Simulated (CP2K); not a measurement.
# GaHClOF (SMILES [OH][Ga]([F])[Cl]) at 3 levels

Aim: a comparison of 3 runs (PM6, GFN2-xTB, GFN1-xTB) of GaHClOF. 

The calculation is run with CP2K 2026.2.

## (1) Starting point

GaHClOF has 5 atoms, charge 0, and is taken as a singlet. SMILES: `[OH][Ga]([F])[Cl]`. Geometry: relaxed at PBE0-D4/def2-TZVP. This is one conformer, not always the lowest.

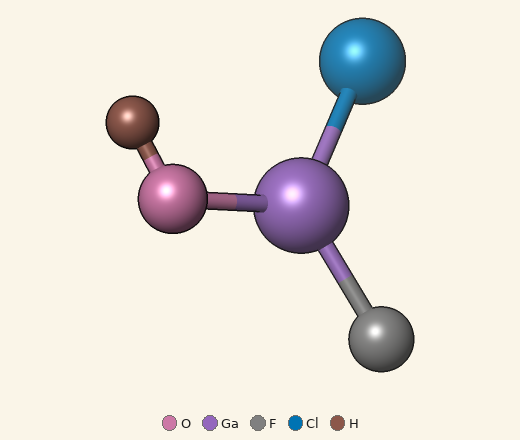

Viewed from a chosen angle; oxygen pink, gallium purple, fluorine grey, chlorine blue, hydrogen brown.

## (2) The energy at PM6 (run 1)

mol.inp reads:

```
&GLOBAL
 PROJECT_NAME mol
 RUN_TYPE ENERGY
 PRINT_LEVEL MEDIUM
&END GLOBAL

&FORCE_EVAL
 METHOD QUICKSTEP
 &DFT
  CHARGE 0
  MULTIPLICITY 1
  &QS
   METHOD PM6
   EPS_DEFAULT 1.0E-10
   &SE
    &COULOMB
     CUTOFF [angstrom] 50
     RC_RANGE [angstrom] 0
    &END COULOMB
    &EXCHANGE
     CUTOFF [angstrom] 50
     RC_RANGE [angstrom] 0
    &END EXCHANGE
   &END SE
  &END QS
  &POISSON
   PERIODIC NONE
   POISSON_SOLVER ANALYTIC
  &END POISSON
  &SCF
   SCF_GUESS ATOMIC
   EPS_SCF 1.0E-07
   MAX_SCF 100
   ADDED_MOS 2
   MAX_DIIS 2
   &DIAGONALIZATION
    ALGORITHM STANDARD
   &END DIAGONALIZATION
   &MIXING
    METHOD DIRECT_P_MIXING
    ALPHA 0.4
   &END MIXING
  &END SCF
  &PRINT
   &MOMENTS
    PERIODIC F
    REFERENCE COM
    MAX_MOMENT 1
   &END MOMENTS
   &MO ON
    ENERGIES T
    OCCUPATION_NUMBERS T
    NDIGITS 6
    &EACH
     QS_SCF 0
    &END EACH
    ADD_LAST NUMERIC
   &END MO
   &HIRSHFELD OFF
   &END HIRSHFELD
  &END PRINT
 &END DFT
 &SUBSYS
  &CELL
   ABC [angstrom] 11.4 13.1 13.6
   PERIODIC NONE
  &END CELL
  &COORD
   O      5.014150     4.982000     7.664400
   Ga     5.450250     6.388900     6.699800
   F      5.083750     6.338600     5.007200
   Cl     6.385850     8.118000     7.479300
   H      5.243550     5.073500     8.592800
  &END COORD
 &END SUBSYS
&END FORCE_EVAL
```

Run with:

```
OMP_NUM_THREADS=1 cp2k.psmp -i mol.inp > mol.out 2>&1
```

Standard output:

```text
CP2K| version string:                                       CP2K version 2026.2
[...]
 GLOBAL| Method name                                                        CP2K
[...]
 GLOBAL| Run type                                                         ENERGY
[...]
                             - Atoms:                                          5
[...]
                             - Spherical basis functions:                     22
[...]
 Number of electrons:                                                         24
[...]
     1 P_Mix/Diag. 0.40E+00    0.0     0.70583091       -36.9169319965 -3.69E+01
[...]
    25 DIIS/Diag.  0.42E-07    0.0     0.00000009       -40.1515568609 -4.97E-14
  *** SCF run converged in    25 steps ***
  Core-core repulsion energy [eV]:                           1079.85962039358515
  Core Hamiltonian energy [eV]:                             -1811.65217719541488
  Two-electron integral energy [eV]:                         -721.57373875508733
  Electronic energy [eV]:                                   -2172.43904657295843
  Total energy [eV]:                                        -1092.57942617937329
  Atomic reference energy [eV]:                              1086.38211819887715
  Heat of formation [kcal/mol]:                              -142.91332843623809
[...]
 SE_DIPOLE| Moment [Debye]         -0.53983921      -0.18342936      -2.25596583
 SE_DIPOLE| Derivative [a.u.]       0.00000000       0.00000000       0.00000000
 ENERGY| Total FORCE_EVAL ( QS ) energy [hartree]            -40.151556860866073
[...]
```

Run time: 0.49 s. Hardware: 1 thread of Arm Neoverse N1, shared host; peak memory 0.14 GiB.

## (3) Energy and forces at GFN2-xTB (run 2)

gas.inp reads:

```
&GLOBAL
  PROJECT_NAME gas
  RUN_TYPE ENERGY_FORCE
  PRINT_LEVEL MEDIUM
&END
&FORCE_EVAL
  METHOD QUICKSTEP
  &DFT
    &QS
      METHOD XTB
      EPS_DEFAULT 1.0E-08
      &XTB
        GFN_TYPE TBLITE
        &TBLITE
          METHOD GFN2
        &END
        CHECK_ATOMIC_CHARGES F
      &END
    &END
    &POISSON
      PERIODIC NONE
      POISSON_SOLVER ANALYTIC
    &END
    &SCF
      SCF_GUESS ATOMIC
      EPS_SCF 1.0E-07
      MAX_SCF 150
      ADDED_MOS 8
      MAX_DIIS 12
      &DIAGONALIZATION
        ALGORITHM STANDARD
      &END
      &MIXING
        METHOD DIRECT_P_MIXING
        ALPHA 0.4
      &END
    &END
    ! extra output
    &PRINT
      &MOMENTS
        PERIODIC F
        REFERENCE COM
        MAX_MOMENT 1
      &END
      &MO ON
        ENERGIES T
        OCCUPATION_NUMBERS T
        NDIGITS 6
        &EACH
          QS_SCF 0
        &END
        ADD_LAST NUMERIC
      &END
      &HIRSHFELD OFF
      &END
    &END
  &END
  &SUBSYS
    &CELL
      ABC 17.4 19.1 19.6
      PERIODIC NONE
    &END
    &COORD
      O     -0.411400    -1.212900     0.567400
      Ga     0.024700     0.194000    -0.397200
      F     -0.341800     0.143700    -2.089800
      Cl     0.960300     1.923100     0.382300
      H     -0.182000    -1.121400     1.495800
    &END
    &TOPOLOGY
      &CENTER_COORDINATES
      &END
    &END
  &END
  ! extra output
  &PRINT
    &FORCES ON
    &END
  &END
&END
```

Run with:

```
OMP_NUM_THREADS=1 cp2k.psmp gas.inp > gas.out
```

Standard output:

```text
CP2K| version string:                                       CP2K version 2026.2
[...]
 GLOBAL| Method name                                                        CP2K
[...]
 GLOBAL| Run type                                                   ENERGY_FORCE
[...]
                             - Atoms:                                          5
[...]
                             - Spherical basis functions:                     27
[...]
 Number of electrons:                                                         24
[...]
  *** SCF run converged in    19 steps ***
[...]
  Fermi energy:                                                -0.36809597754531
[...]
 TB_DIPOLE| Moment [Debye]          0.86453615       0.52945801       3.08693630
 TB_DIPOLE| Derivative [a.u.]       0.00000000       0.00000000       0.00000000
[...]
 ENERGY| Total FORCE_EVAL ( QS ) energy [hartree]            -15.203228290018556
 FORCES| Atomic forces [hartree/bohr]
 FORCES|   Atom     x               y               z               |f|
 FORCES|      1  2.18702205E-03  5.68070225E-03 -1.77413849E-03   6.34042671E-03
 FORCES|      2  3.15784229E-03  4.31866338E-03  5.95881317E-03   8.00813809E-03
 FORCES|      3 -1.11570302E-03 -1.60874608E-03 -1.92786139E-03   2.74763657E-03
 FORCES|      4 -3.22230753E-03 -6.22837279E-03 -2.07167007E-03   7.31216181E-03
 FORCES|      5 -1.00685378E-03 -2.16224677E-03 -1.85143224E-04   2.39235107E-03
 FORCES| Sum    -3.25260652E-18 -5.98479599E-17  6.80336863E-17
 FORCES| Total atomic force                                       9.06694007E-17
[...]
```

Run time: 0.51 s. Hardware: 1 thread of Arm Neoverse N1, shared host; peak memory 0.14 GiB.

## (4) The energy at GFN1-xTB (run 3)

molecule.xyz reads:

```xyz
5

O     -0.411400    -1.212900     0.567400
Ga     0.024700     0.194000    -0.397200
F     -0.341800     0.143700    -2.089800
Cl     0.960300     1.923100     0.382300
H     -0.182000    -1.121400     1.495800
```

calc.inp reads:

```
&GLOBAL
  PROJECT_NAME calc
  RUN_TYPE ENERGY
  PRINT_LEVEL MEDIUM
&END GLOBAL

&FORCE_EVAL
  METHOD Quickstep
  &DFT
    &QS
      METHOD XTB
      EPS_DEFAULT 1.0E-10
      &XTB
        GFN_TYPE TBLITE
        &TBLITE
          METHOD GFN1
        &END TBLITE
        CHECK_ATOMIC_CHARGES F
      &END XTB
    &END QS
    &POISSON
      PERIODIC NONE
      POISSON_SOLVER ANALYTIC
    &END POISSON
    &SCF
      SCF_GUESS ATOMIC
      EPS_SCF 1.0E-06
      MAX_SCF 150
      ADDED_MOS 4
      LEVEL_SHIFT 0.3
      &DIAGONALIZATION
        ALGORITHM STANDARD
      &END DIAGONALIZATION
      &MIXING
        METHOD DIRECT_P_MIXING
        ALPHA 0.4
      &END MIXING
      &SMEAR ON
        METHOD FERMI_DIRAC
        ELECTRONIC_TEMPERATURE [K] 300
      &END SMEAR
    &END SCF
    &PRINT
      &MOMENTS
        PERIODIC F
        REFERENCE COM
        MAX_MOMENT 1
      &END MOMENTS
      &MO ON
        ENERGIES T
        OCCUPATION_NUMBERS T
        NDIGITS 6
        &EACH
          QS_SCF 0
        &END EACH
        ADD_LAST NUMERIC
      &END MO
      &HIRSHFELD OFF
      &END HIRSHFELD
    &END PRINT
  &END DFT
  &SUBSYS
    &CELL
      ABC 9.4 11.1 11.6
      PERIODIC NONE
    &END CELL
    &TOPOLOGY
      COORD_FILE_NAME molecule.xyz
      COORD_FILE_FORMAT XYZ
      &CENTER_COORDINATES
      &END CENTER_COORDINATES
    &END TOPOLOGY
  &END SUBSYS
&END FORCE_EVAL
```

Run with:

```
OMP_NUM_THREADS=1 cp2k.psmp calc.inp > calc.out
```

Standard output:

```text
CP2K| version string:                                       CP2K version 2026.2
[...]
 GLOBAL| Method name                                                        CP2K
[...]
 GLOBAL| Run type                                                         ENERGY
[...]
                             - Atoms:                                          5
[...]
                             - Spherical basis functions:                     28
[...]
 Number of electrons:                                                         24
[...]
  *** SCF run converged in    43 steps ***
[...]
  Fermi energy:                                                -0.29232833968742
[...]
 TB_DIPOLE| Moment [Debye]          0.93450692       0.80576408       2.82147049
 TB_DIPOLE| Derivative [a.u.]       0.00000000       0.00000000       0.00000000
[...]
 ENERGY| Total FORCE_EVAL ( QS ) energy [hartree]            -16.079873433888856
[...]
```

It took 0.53 s on 1 thread of Arm Neoverse N1, shared host; peak memory 0.14 GiB.

## (5) The series

```
run     level      task  iteration cap  energy (Eh)  dipole moment (D)  HOMO energy (eV)  LUMO energy (eV)  wall time
  1       PM6    energy            100   -40.151557               2.33            -12.02             -2.04     0.49 s
  2  GFN2-xTB  gradient            150   -15.203228               3.25            -13.03             -9.12     0.51 s
  3  GFN1-xTB    energy            150   -16.079873               3.08            -13.10             -7.06     0.53 s
```

## (6) Results

```
                                        quantity         value
                             run 3: total energy  -16.07987 Eh
run 3: dipole moment (from atomic charges alone)        3.08 D
                              run 3: HOMO energy     -13.10 eV
                              run 3: LUMO energy      -7.06 eV
                            run 3: HOMO–LUMO gap       6.05 eV
```

What this shows: The dipole moment (its size) runs from 2.33 D (PM6) to 3.25 D (GFN2-xTB). Some of these are taken from atomic charges alone. The HOMO–LUMO gap runs from 3.91 eV (GFN2-xTB) to 9.98 eV (PM6). Force-field and semi-empirical energies have zeros of their own, so their totals don't compare. All runs together took 1.5 s, the longest 0.53 s.
